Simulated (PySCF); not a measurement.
**One shape, several levels: singlet [GaH2O2]−**

Wanted: a comparison of 6 runs (B3LYP/def2-SVPD, BLYP/def2-SVPD, M06-L/def2-SVPD, PBE0/def2-SVPD, revPBE/def2-SVPD, wB97M-V/def2-SVPD) of singlet [GaH2O2]−. Input form: a Python script.

The results are computed with PySCF 2.14.0.

6 further runs of the same task are left out: 6 set aside as unsound or not needed.

**1. The molecule**

The species is [GaH2O2]− (5 atoms), meant as a singlet with charge -1. SMILES of the parent species: `[OH][Ga][OH]`. The shape is that of a PBE0-D4/def2-TZVP optimisation. This is one conformer, not always the lowest. That shape belongs to the parent species and isn't relaxed for this state.

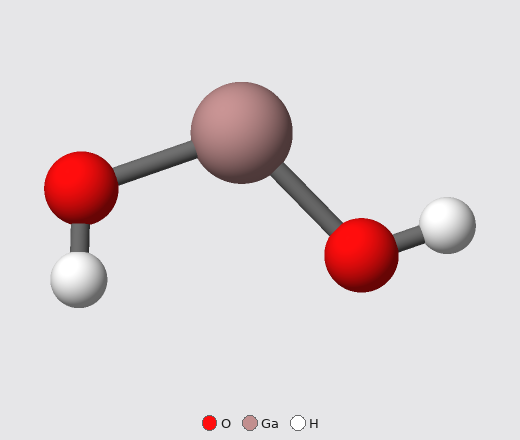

The structure, seen from a chosen angle (oxygen red, gallium pink, hydrogen white).

**2. The energy at B3LYP/def2-SVPD (run 1)**

Contents of job.py:

```python
from pyscf import gto, dft

mol = gto.M(
    atom='''
O   -0.370600   0.021600  -1.274400
Ga  -0.311700  -0.753800   0.353600
O    0.618200   0.154900   1.591100
H   -0.867400  -0.464600  -1.936500
H    0.981500   0.968200   1.224700
''',
    verbose=3,
    max_memory=1860,
    basis='def2-svpd',
    charge=-1,
    spin=0,
)

mf = dft.RKS(mol, xc='b3lyp')
mf.grids.level = 5
mf.conv_tol = 1e-10
mf.kernel()
if not mf.converged:
    mf = mf.newton().run(mf.mo_coeff, mf.mo_occ)

e_final = mf.e_tot
print('E(%s) = %.9f' % ('B3LYP', e_final))
```

Command:

```sh
$ OMP_NUM_THREADS=1 python job.py
```

What it wrote:

```text
converged SCF energy = -2076.29510058711
E(B3LYP) = -2076.295100587
```

It took 19 s on 1 thread of Intel Xeon at 2.70GHz, shared host; peak memory 0.51 GiB.

**3. The energy at BLYP/def2-SVPD (run 2)**

Contents of input.py:

```python
from pyscf import gto, dft

mol = gto.M(
    atom='''
O       -0.370600       0.021600      -1.274400
Ga      -0.311700      -0.753800       0.353600
O        0.618200       0.154900       1.591100
H       -0.867400      -0.464600      -1.936500
H        0.981500       0.968200       1.224700
''',
    basis='def2-svpd',
    max_memory=1860,
    charge=-1,
    verbose=3,
)

mf = dft.RKS(mol)
mf.xc = 'blyp'
mf.conv_tol = 1e-10
mf.grids.level = 5
mf.kernel()
if not mf.converged:
    mf = mf.newton().run(mf.mo_coeff, mf.mo_occ)

e_final = mf.e_tot
print('E(%s) = %.9f' % ('BLYP', e_final))
```

Command:

```sh
$ OMP_NUM_THREADS=1 python input.py
```

What it wrote:

```text
converged SCF energy = -2076.29301268563
E(BLYP) = -2076.293012686
```

It took 22 s on 1 thread of Intel Xeon at 2.70GHz, shared host; peak memory 0.51 GiB.

Runs 3 to 5 aren't shown in full; the table further down has their settings and results.

**4. The energy at wB97M-V/def2-SVPD (run 6)**

Contents of calc.py:

```python
from pyscf import gto, dft

mol = gto.M(
    atom='''
O       -0.370600       0.021600      -1.274400
Ga      -0.311700      -0.753800       0.353600
O        0.618200       0.154900       1.591100
H       -0.867400      -0.464600      -1.936500
H        0.981500       0.968200       1.224700
''',
    max_memory=1860,
    spin=0,
    basis='def2-svpd',
    charge=-1,
    verbose=3,
)

mf = dft.RKS(mol)
mf.xc = 'wb97m-v'
mf.nlcgrids.level = 1
mf.conv_tol = 1e-10
mf.grids.level = 5
mf.kernel()
if not mf.converged:
    mf = mf.newton().run(mf.mo_coeff, mf.mo_occ)

energy = mf.e_tot
print('E(%s) = %.9f' % ('WB97M-V', energy))
```

Command:

```sh
$ OMP_NUM_THREADS=1 python calc.py
```

What it wrote:

```text
converged SCF energy = -2076.09345076868
E(WB97M-V) = -2076.093450769
```

Run time: 79 s. Hardware: 1 thread of Intel Xeon at 2.70GHz, shared host; peak memory 0.54 GiB.

**5. Overview of the runs**

```tsv
run	level	nlc grid	energy (Eh)	HOMO energy (eV)	LUMO energy (eV)	HOMO–LUMO gap (eV)	wall time
1	B3LYP/def2-SVPD	–	-2076.295101	0.29	4.13	3.84	19 s
2	BLYP/def2-SVPD	–	-2076.293013	1.02	3.80	2.79	22 s
3	M06-L/def2-SVPD	–	-2076.151797	1.21	4.25	3.04	35 s
4	PBE0/def2-SVPD	–	-2075.824303	0.22	4.35	4.13	20 s
5	revPBE/def2-SVPD	–	-2076.052129	1.03	3.84	2.81	28 s
6	wB97M-V/def2-SVPD	1	-2076.093451	-1.70	5.31	7.01	79 s
```

**6. Results**

| quantity | value |
| --- | --- |
| run 6: total energy | -2076.09345 Eh |
| run 6: HOMO energy | -1.70 eV |
| run 6: LUMO energy | 5.31 eV |
| run 6: HOMO–LUMO gap (to an unbound level, set by the basis) | 7.01 eV |

In words: The HOMO–LUMO gap runs from 2.79 eV (BLYP/def2-SVPD) to 7.01 eV (wB97M-V/def2-SVPD). The empty levels of an anion lie above zero and hang on the basis. Totals of different functionals can't be ranked against each other. In runs 1, 2, 3, 4, 5 the HOMO lies above zero, so the outermost electron may be held by the basis alone. All runs together took 3.4 min, the longest 79 s.
